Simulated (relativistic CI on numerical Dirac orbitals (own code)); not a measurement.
**Ions with 10 electrons, S⁶⁺ to Ca¹⁰⁺: levels along an isoelectronic sequence**

How do the lowest levels of 10-electron ions move as Z rises from 16 to 20? Each ion is run with the same configurations.

The numbers are computed with relativistic CI on numerical Dirac orbitals (own code) version 3 (Dirac-Coulomb-Breit CI, KLI orbitals optimised for each configuration, model QED (radiative potential, 1s self-energy scaled to tabulated hydrogen-like ionisation energies), valence Slater integrals scaled by 0.9, P86 correlation energy added to each configuration), except any that are marked as measured or tabulated.

## Step 1: What is computed

```
electrons      : 10
ions           : S⁶⁺, Cl⁷⁺, Ar⁸⁺, K⁹⁺, Ca¹⁰⁺
configurations : [He] 2s2 2p6; [He] 2s2 2p5 3s; [He] 2s2 2p5 3p; [He] 2s2 2p5 3d; [He] 2s 2p6 3s; [He] 2s 2p6 3p; [He] 2s 2p6 3d
```

## Step 2: S⁶⁺ (Z = 16)

Settings of the run:

```ini
atom S  Z=16  charge=6  electrons=10
nucleus A=32  rms_radius_fm=3.2611
hamiltonian dirac-coulomb  breit=on  qed=on  c_scale=1
orbitals kli  potential=per-configuration
slater_scale 0.9
correlation p86
mixing on
configurations
  [He] 2s2 2p6
  [He] 2s2 2p5 3s
  [He] 2s2 2p5 3p
  [He] 2s2 2p5 3d
  [He] 2s 2p6 3s
  [He] 2s 2p6 3p
  [He] 2s 2p6 3d
end
```

On the command line:

```
> python run_levels.py task.json out
```

task.json lists these runs, among others, and the program works through them in turn.

Main fields of the result record, rounded:

```text
{
  "status": "converged",
  "levels [i, E_cm, J2, conf, term, w_term, jj, w_jj, g, tau_s]": [
    [0, 0, 0, "2s2 2p6", "1S", 1, "closed", 1, "-", "-"],
    [1, 1372155.6, 4, "2s2 2p5 3s", "3P*", 0.9983, "2p3/2^3 3s", 0.9983, 1.5, 0.001316],
    [2, 1376554.2, 2, "2s2 2p5 3s", "3P*", 0.8136, "2p3/2^3 3s", 0.7598, 1.407, 4.982e-11],
    [3, 1382118.2, 0, "2s2 2p5 3s", "3P*", 0.9982, "2p1/2 2p3/2^4 3s", 0.9982, "-", 0.132],
    [4, 1388606.3, 2, "2s2 2p5 3s", "1P*", 0.8136, "2p1/2 2p3/2^4 3s", 0.7597, 1.092, 1.124e-11],
    [5, 1469740.2, 2, "2s2 2p5 3p", "3S", 0.9648, "2p3/2^3 3p3/2", 0.4181, 1.985, 1.008e-09],
    [6, 1484206.2, 6, "2s2 2p5 3p", "3D", 0.9994, "2p3/2^3 3p3/2", 0.9994, 1.333, 6.001e-10],
    [7, 1485395.9, 4, "2s2 2p5 3p", "3D", 0.7845, "2p3/2^3 3p1/2", 0.9067, 1.156, 6.225e-10],
    [8, 1488914.7, 2, "2s2 2p5 3p", "3D", 0.6997, "2p3/2^3 3p1/2", 0.3895, 0.7099, 6.038e-10],
    [9, 1492919.3, 4, "2s2 2p5 3p", "3P", 0.5914, "2p3/2^3 3p3/2", 0.9858, 1.297, 5.249e-10],
    [10, 1496521, 2, "2s2 2p5 3p", "1P", 0.5124, "2p1/2 2p3/2^4 3p1/2", 0.6446, 0.9474, 6.068e-10],
    [11, 1498898.1, 0, "2s2 2p5 3p", "3P", 0.9964, "2p1/2 2p3/2^4 3p1/2", 0.6087, "-", 4.738e-10],
    [12, 1499612.2, 4, "2s2 2p5 3p", "1D", 0.4357, "2p1/2 2p3/2^4 3p3/2", 0.8955, 1.213, 5.609e-10],
    [13, 1500665.9, 2, "2s2 2p5 3p", "3P", 0.6646, "2p1/2 2p3/2^4 3p3/2", 0.7541, 1.357, 5.2e-10],
    [14, 1565789.8, 0, "2s2 2p5 3p", "1S", 0.9959, "2p3/2^3 3p3/2", 0.6084, "-", 1.309e-10],
    [15, 1624711.6, 0, "2s2 2p5 3d", "3P*", 0.9966, "2p3/2^3 3d3/2", 0.9966, "-", 2.253e-10],
    [16, 1625875, 2, "2s2 2p5 3d", "3P*", 0.9763, "2p3/2^3 3d3/2", 0.6353, 1.481, 1.507e-10],
    [17, 1628314.1, 4, "2s2 2p5 3d", "3P*", 0.9199, "2p3/2^3 3d5/2", 0.6412, 1.47, 2.274e-10],
    [18, 1631044.8, 8, "2s2 2p5 3d", "3F*", 1, "2p3/2^3 3d5/2", 1, 1.25, 2.23e-10],
    [19, 1633060.8, 6, "2s2 2p5 3d", "3F*", 0.7984, "2p3/2^3 3d3/2", 0.9201, 1.076, 2.19e-10],
    "... 17 more rows left out ..."
  ],
  "lines, the strongest and those to the lowest levels [upper, lower, type, S_au, A_per_s, branching]": [
    [1, 0, "M2", 6.976e-06, 760, 1],
    [4, 0, "E1", 0.04919, 8.895e+10, 1],
    [18, 6, "E1", 6.29, 4.483e+09, 1],
    [26, 0, "E1", 0.398, 1.245e+12, 0.9969],
    [27, 1, "E1", 0.3439, 3.47e+10, 0.566],
    [27, 2, "E1", 0.1682, 1.655e+10, 0.27],
    [31, 6, "E1", 0.4805, 2.902e+10, 0.4963],
    [32, 0, "E1", 0.03256, 1.816e+11, 0.747],
    [33, 19, "E1", 0.4126, 2.414e+10, 0.4237],
    [35, 18, "E1", 0.6615, 2.797e+10, 0.49]
  ],
  "n_levels_all": 37,
  "total_energy [Ha]": -388.99348387,
  "configurations [conf, odd, states, E_av_cm, breit_Ha, qed_Ha, corr_Ha]": [
    ["2s2 2p6", 0, 1, 57.7293, 0.08608, 0.05716, -0.4698],
    ["2s2 2p5 3s", 1, 12, 1.37904e+06, 0.08309, 0.0578, -0.4296],
    ["2s2 2p5 3p", 0, 36, 1.4925e+06, 0.08308, 0.05741, -0.4275],
    ["2s2 2p5 3d", 1, 60, 1.63911e+06, 0.08255, 0.05742, -0.4277],
    ["2s 2p6 3s", 0, 4, 1.90555e+06, 0.08364, 0.05546, -0.4216],
    ["2s 2p6 3p", 1, 12, 2.01392e+06, 0.0837, 0.05509, -0.4198],
    ["2s 2p6 3d", 0, 20, 2.15973e+06, 0.08317, 0.0551, -0.4197]
  ]
}
```

It took 0.22 s on 1 thread, shared host.

## Step 3: Cl⁷⁺ (Z = 17)

Changes to the settings of step 2:

```diff
@@ -1,3 +1,3 @@
-atom S  Z=16  charge=6  electrons=10
-nucleus A=32  rms_radius_fm=3.2611
+atom Cl  Z=17  charge=7  electrons=10
+nucleus A=35  rms_radius_fm=3.3654
 hamiltonian dirac-coulomb  breit=on  qed=on  c_scale=1
```

From the record:

```text
{
  "status": "converged",
  "levels [i, E_cm, J2, conf, term, w_term, jj, w_jj, g, tau_s]": [
    [0, 0, 0, "2s2 2p6", "1S", 1, "closed", 1, "-", "-"],
    [1, 1685076.2, 4, "2s2 2p5 3s", "3P*", 0.9983, "2p3/2^3 3s", 0.9983, 1.5, 0.0005911],
    [2, 1690504.7, 2, "2s2 2p5 3s", "3P*", 0.7601, "2p3/2^3 3s", 0.8132, 1.38, 2.588e-11],
    [3, 1698565.8, 0, "2s2 2p5 3s", "3P*", 0.9982, "2p1/2 2p3/2^4 3s", 0.9982, "-", 0.04647],
    [4, 1705373.3, 2, "2s2 2p5 3s", "1P*", 0.76, "2p1/2 2p3/2^4 3s", 0.8131, 1.119, 8.051e-12],
    [5, 1796808, 2, "2s2 2p5 3p", "3S", 0.9556, "2p3/2^3 3p3/2", 0.4189, 1.98, 8.362e-10],
    [6, 1813261.8, 6, "2s2 2p5 3p", "3D", 0.9994, "2p3/2^3 3p3/2", 0.9994, 1.333, 4.935e-10],
    [7, 1814357, 4, "2s2 2p5 3p", "3D", 0.752, "2p3/2^3 3p1/2", 0.9276, 1.155, 5.161e-10],
    [8, 1818888, 2, "2s2 2p5 3p", "3D", 0.6164, "2p3/2^3 3p1/2", 0.4235, 0.7677, 4.959e-10],
    [9, 1823310.5, 4, "2s2 2p5 3p", "3P", 0.6172, "2p3/2^3 3p3/2", 0.9904, 1.31, 4.25e-10],
    [10, 1828531.5, 2, "2s2 2p5 3p", "1P", 0.4725, "2p1/2 2p3/2^4 3p1/2", 0.7223, 0.8867, 5.073e-10],
    [11, 1831076.7, 0, "2s2 2p5 3p", "3P", 0.995, "2p1/2 2p3/2^4 3p1/2", 0.5984, "-", 3.885e-10],
    [12, 1832791, 4, "2s2 2p5 3p", "1D", 0.4363, "2p1/2 2p3/2^4 3p3/2", 0.9216, 1.201, 4.621e-10],
    [13, 1833775.3, 2, "2s2 2p5 3p", "3P", 0.6666, "2p1/2 2p3/2^4 3p3/2", 0.7803, 1.365, 4.264e-10],
    "... 23 more rows left out ..."
  ],
  "n_levels_all": 37,
  "total_energy [Ha]": -446.49944866,
  "configurations [conf, odd, states, E_av_cm, breit_Ha, qed_Ha, corr_Ha]": [
    ["2s2 2p6", 0, 1, 63.4412, 0.1058, 0.07076, -0.4811],
    ["2s2 2p5 3s", 1, 12, 1.69359e+06, 0.1019, 0.07157, -0.439],
    ["2s2 2p5 3p", 0, 36, 1.82331e+06, 0.1019, 0.07104, -0.4365],
    ["2s2 2p5 3d", 1, 60, 1.99156e+06, 0.1012, 0.07106, -0.4373],
    ["2s 2p6 3s", 0, 4, 2.26958e+06, 0.1027, 0.06861, -0.4305],
    ["2s 2p6 3p", 1, 12, 2.3936e+06, 0.1028, 0.0681, -0.4284],
    ["2s 2p6 3d", 0, 20, 2.56086e+06, 0.102, 0.06811, -0.4288]
  ]
}
```

Run time: 0.21 s. Hardware: 1 thread, shared host.

## Step 4: Ar⁸⁺ (Z = 18)

Changes to the settings of step 3:

```diff
@@ -1,3 +1,3 @@
-atom Cl  Z=17  charge=7  electrons=10
-nucleus A=35  rms_radius_fm=3.3654
+atom Ar  Z=18  charge=8  electrons=10
+nucleus A=40  rms_radius_fm=3.4274
 hamiltonian dirac-coulomb  breit=on  qed=on  c_scale=1
```

From the record:

```text
{
  "status": "converged",
  "levels [i, E_cm, J2, conf, term, w_term, jj, w_jj, g, tau_s]": [
    [0, 0, 0, "2s2 2p6", "1S", 1, "closed", 1, "-", "-"],
    [1, 2028163.5, 4, "2s2 2p5 3s", "3P*", 0.9983, "2p3/2^3 3s", 0.9983, 1.5, 0.0002878],
    [2, 2034654.7, 2, "2s2 2p5 3s", "3P*", 0.706, "2p3/2^3 3s", 0.8585, 1.353, 1.472e-11],
    [3, 2046042.4, 0, "2s2 2p5 3s", "3P*", 0.9982, "2p1/2 2p3/2^4 3s", 0.9982, "-", 0.01775],
    [4, 2053111.9, 2, "2s2 2p5 3s", "1P*", 0.7058, "2p1/2 2p3/2^4 3s", 0.8583, 1.146, 6.046e-12],
    [5, 2154256.2, 2, "2s2 2p5 3p", "3S", 0.9445, "2p3/2^3 3p1/2", 0.4214, 1.974, 7.076e-10],
    [6, 2172656.5, 6, "2s2 2p5 3p", "3D", 0.9994, "2p3/2^3 3p3/2", 0.9994, 1.333, 4.156e-10],
    [7, 2173472.6, 4, "2s2 2p5 3p", "3D", 0.7214, "2p3/2^3 3p1/2", 0.9442, 1.154, 4.385e-10],
    [8, 2179124.2, 2, "2s2 2p5 3p", "3D", 0.5375, "2p3/2^3 3p1/2", 0.4457, 0.8218, 4.175e-10],
    [9, 2184027.9, 4, "2s2 2p5 3p", "3P", 0.6357, "2p3/2^3 3p3/2", 0.9931, 1.319, 3.535e-10],
    [10, 2191504.4, 2, "2s2 2p5 3p", "3D", 0.4504, "2p1/2 2p3/2^4 3p1/2", 0.7887, 0.8301, 4.357e-10],
    [11, 2193953.1, 0, "2s2 2p5 3p", "3P", 0.9931, "2p1/2 2p3/2^4 3p1/2", 0.5863, "-", 3.264e-10],
    [12, 2197138.2, 4, "2s2 2p5 3p", "1D", 0.4318, "2p1/2 2p3/2^4 3p3/2", 0.9413, 1.193, 3.89e-10],
    [13, 2197951.5, 2, "2s2 2p5 3p", "3P", 0.6677, "2p1/2 2p3/2^4 3p3/2", 0.8075, 1.373, 3.588e-10],
    "... 23 more rows left out ..."
  ],
  "n_levels_all": 37,
  "total_energy [Ha]": -508.0732723,
  "configurations [conf, odd, states, E_av_cm, breit_Ha, qed_Ha, corr_Ha]": [
    ["2s2 2p6", 0, 1, 68.4361, 0.1285, 0.08647, -0.4921],
    ["2s2 2p5 3s", 1, 12, 2.03858e+06, 0.1233, 0.08749, -0.4482],
    ["2s2 2p5 3p", 0, 36, 2.18466e+06, 0.1234, 0.0868, -0.4454],
    ["2s2 2p5 3d", 1, 60, 2.37431e+06, 0.1224, 0.08681, -0.4469],
    ["2s 2p6 3s", 0, 4, 2.66476e+06, 0.1244, 0.08378, -0.4394],
    ["2s 2p6 3p", 1, 12, 2.80456e+06, 0.1246, 0.08311, -0.437],
    ["2s 2p6 3d", 0, 20, 2.99306e+06, 0.1236, 0.08312, -0.438]
  ]
}
```

Wall time 0.21 s (1 thread, shared host).

## Step 5: K⁹⁺ (Z = 19)

Changes to the settings of step 4:

```diff
@@ -1,3 +1,3 @@
-atom Ar  Z=18  charge=8  electrons=10
-nucleus A=40  rms_radius_fm=3.4274
+atom K  Z=19  charge=9  electrons=10
+nucleus A=39  rms_radius_fm=3.4349
 hamiltonian dirac-coulomb  breit=on  qed=on  c_scale=1
```

From the record:

```text
{
  "status": "converged",
  "levels [i, E_cm, J2, conf, term, w_term, jj, w_jj, g, tau_s]": [
    [0, 0, 0, "2s2 2p6", "1S", 1, "closed", 1, "-", "-"],
    [1, 2401374.5, 4, "2s2 2p5 3s", "3P*", 0.9983, "2p3/2^3 3s", 0.9983, 1.5, 0.0001496],
    [2, 2408936.9, 2, "2s2 2p5 3s", "3P*", 0.6548, "2p3/2^3 3s", 0.8943, 1.327, 9.045e-12],
    [3, 2424636.3, 0, "2s2 2p5 3s", "3P*", 0.9982, "2p1/2 2p3/2^4 3s", 0.9982, "-", 0.007306],
    [4, 2431940.3, 2, "2s2 2p5 3s", "1P*", 0.6545, "2p1/2 2p3/2^4 3s", 0.8942, 1.171, 4.7e-12],
    [5, 2542060, 2, "2s2 2p5 3p", "3S", 0.9315, "2p3/2^3 3p1/2", 0.4431, 1.967, 6.073e-10],
    [6, 2562400.2, 6, "2s2 2p5 3p", "3D", 0.9994, "2p3/2^3 3p3/2", 0.9994, 1.333, 3.561e-10],
    [7, 2562707.9, 4, "2s2 2p5 3p", "3D", 0.6937, "2p3/2^3 3p1/2", 0.9572, 1.153, 3.795e-10],
    [8, 2569593.2, 2, "2s2 2p5 3p", "3D", 0.4692, "2p3/2^3 3p1/2", 0.4556, 0.8678, 3.585e-10],
    [9, 2575084.1, 4, "2s2 2p5 3p", "3P", 0.6489, "2p3/2^3 3p3/2", 0.9948, 1.325, 2.998e-10],
    [10, 2585572.7, 2, "2s2 2p5 3p", "3D", 0.5132, "2p1/2 2p3/2^4 3p1/2", 0.8412, 0.7827, 3.815e-10],
    [11, 2587578.7, 0, "2s2 2p5 3p", "3P", 0.9906, "2p1/2 2p3/2^4 3p1/2", 0.5725, "-", 2.791e-10],
    [12, 2592806.5, 4, "2s2 2p5 3p", "1D", 0.4248, "2p1/2 2p3/2^4 3p3/2", 0.9561, 1.187, 3.327e-10],
    [13, 2593349.8, 2, "2s2 2p5 3p", "3P", 0.6673, "2p1/2 2p3/2^4 3p3/2", 0.8343, 1.381, 3.078e-10],
    "... 23 more rows left out ..."
  ],
  "n_levels_all": 37,
  "total_energy [Ha]": -573.72320949,
  "configurations [conf, odd, states, E_av_cm, breit_Ha, qed_Ha, corr_Ha]": [
    ["2s2 2p6", 0, 1, 72.8768, 0.1541, 0.1045, -0.5029],
    ["2s2 2p5 3s", 1, 12, 2.41402e+06, 0.1476, 0.1057, -0.4574],
    ["2s2 2p5 3p", 0, 36, 2.57661e+06, 0.1477, 0.1048, -0.4543],
    ["2s2 2p5 3d", 1, 60, 2.78749e+06, 0.1465, 0.1049, -0.4565],
    ["2s 2p6 3s", 0, 4, 3.0912e+06, 0.1491, 0.1012, -0.4482],
    ["2s 2p6 3p", 1, 12, 3.24694e+06, 0.1493, 0.1003, -0.4455],
    ["2s 2p6 3d", 0, 20, 3.45655e+06, 0.1481, 0.1003, -0.4471]
  ]
}
```

It took 0.22 s on 1 thread, shared host.

## Step 6: Ca¹⁰⁺ (Z = 20)

Changes to the settings of step 5:

```diff
@@ -1,3 +1,3 @@
-atom K  Z=19  charge=9  electrons=10
-nucleus A=39  rms_radius_fm=3.4349
+atom Ca  Z=20  charge=10  electrons=10
+nucleus A=40  rms_radius_fm=3.4776
 hamiltonian dirac-coulomb  breit=on  qed=on  c_scale=1
```

From the record:

```text
{
  "status": "converged",
  "levels [i, E_cm, J2, conf, term, w_term, jj, w_jj, g, tau_s]": [
    [0, 0, 0, "2s2 2p6", "1S", 1, "closed", 1, "-", "-"],
    [1, 2804674.7, 4, "2s2 2p5 3s", "3P*", 0.9984, "2p3/2^3 3s", 0.9984, 1.5, 8.202e-05],
    [2, 2813301, 2, "2s2 2p5 3s", "3P*", 0.6089, "2p3/2^3 3s", 0.9216, 1.303, 5.921e-12],
    [3, 2834454.2, 0, "2s2 2p5 3s", "3P*", 0.9982, "2p1/2 2p3/2^4 3s", 0.9982, "-", 0.003213],
    [4, 2841984.9, 2, "2s2 2p5 3s", "1P*", 0.6086, "2p1/2 2p3/2^4 3s", 0.9214, 1.194, 3.743e-12],
    [5, 2960196.2, 2, "2s2 2p5 3p", "3S", 0.9165, "2p3/2^3 3p1/2", 0.4671, 1.958, 5.269e-10],
    [6, 2982036.2, 4, "2s2 2p5 3p", "3D", 0.6693, "2p3/2^3 3p1/2", 0.967, 1.153, 3.329e-10],
    [7, 2982510.8, 6, "2s2 2p5 3p", "3D", 0.9994, "2p3/2^3 3p3/2", 0.9994, 1.333, 3.093e-10],
    [8, 2990290.4, 2, "2s2 2p5 3p", "3D", 0.4133, "2p3/2^3 3p3/2", 0.4633, 0.905, 3.127e-10],
    [9, 2996499.7, 4, "2s2 2p5 3p", "3P", 0.6581, "2p3/2^3 3p3/2", 0.9959, 1.329, 2.579e-10],
    [10, 3010868.3, 2, "2s2 2p5 3p", "3D", 0.5622, "2p1/2 2p3/2^4 3p1/2", 0.8811, 0.7458, 3.39e-10],
    [11, 3012009.8, 0, "2s2 2p5 3p", "3P", 0.9873, "2p1/2 2p3/2^4 3p1/2", 0.5567, "-", 2.415e-10],
    [12, 3019963.5, 4, "2s2 2p5 3p", "1D", 0.4167, "2p1/2 2p3/2^4 3p3/2", 0.967, 1.182, 2.877e-10],
    [13, 3020146.9, 2, "2s2 2p5 3p", "3P", 0.6649, "2p1/2 2p3/2^4 3p3/2", 0.8598, 1.388, 2.679e-10],
    "... 23 more rows left out ..."
  ],
  "n_levels_all": 37,
  "total_energy [Ha]": -643.45824818,
  "configurations [conf, odd, states, E_av_cm, breit_Ha, qed_Ha, corr_Ha]": [
    ["2s2 2p6", 0, 1, 76.9047, 0.1831, 0.1249, -0.5135],
    ["2s2 2p5 3s", 1, 12, 2.81992e+06, 0.175, 0.1265, -0.4665],
    ["2s2 2p5 3p", 0, 36, 2.99919e+06, 0.1751, 0.1253, -0.4631],
    ["2s2 2p5 3d", 1, 60, 3.23125e+06, 0.1736, 0.1254, -0.466],
    ["2s 2p6 3s", 0, 4, 3.54902e+06, 0.1769, 0.1209, -0.457],
    ["2s 2p6 3p", 1, 12, 3.72089e+06, 0.1772, 0.1198, -0.4541],
    ["2s 2p6 3d", 0, 20, 3.95156e+06, 0.1757, 0.1198, -0.4563]
  ]
}
```

Wall time 0.23 s (1 thread, shared host).

## Step 7: Along the sequence

```tsv
ion	lowest level	LS (%)	jj (%)	excitation 1 (eV)	excitation 2 (eV)	excitation 3 (eV)
S⁶⁺	2p6 1S0	100	100	170.13	170.67	171.36
Cl⁷⁺	2p6 1S0	100	100	208.92	209.60	210.60
Ar⁸⁺	2p6 1S0	100	100	251.46	252.27	253.68
K⁹⁺	2p6 1S0	100	100	297.73	298.67	300.62
Ca¹⁰⁺	2p6 1S0	100	100	347.74	348.80	351.43
```

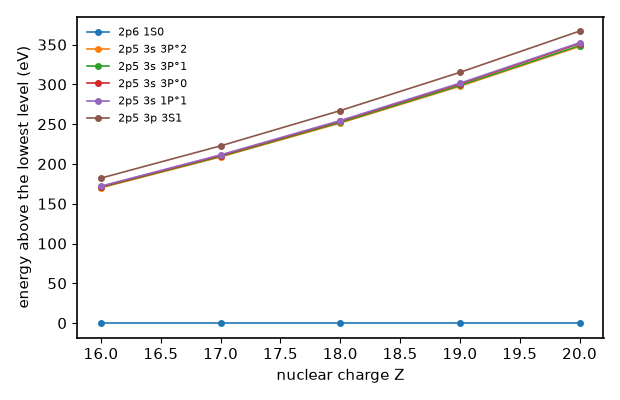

Levels followed by their labels along the sequence.

## Step 8: Results

| quantity | value |
| --- | --- |
| lowest level, first ion | 2p6 1S0 |
| lowest level, last ion | 2p6 1S0 |
| changes of the lowest level | none |
| interval 3P°0 to 3P°2 | 9963 to 29780 cm⁻¹ |
| mean jj purity of the low levels | 86 to 91 % |

In words: The lowest level stays 2p6 1S0 throughout. Over these ions the splitting within 2p5 3s 3P° follows Z^4.9, steeper than the fourth power of a bare nucleus, since the screened charge grows faster than Z. The low levels move towards jj coupling (LS purity 92 to 85 %). Only the listed configurations are in the model.
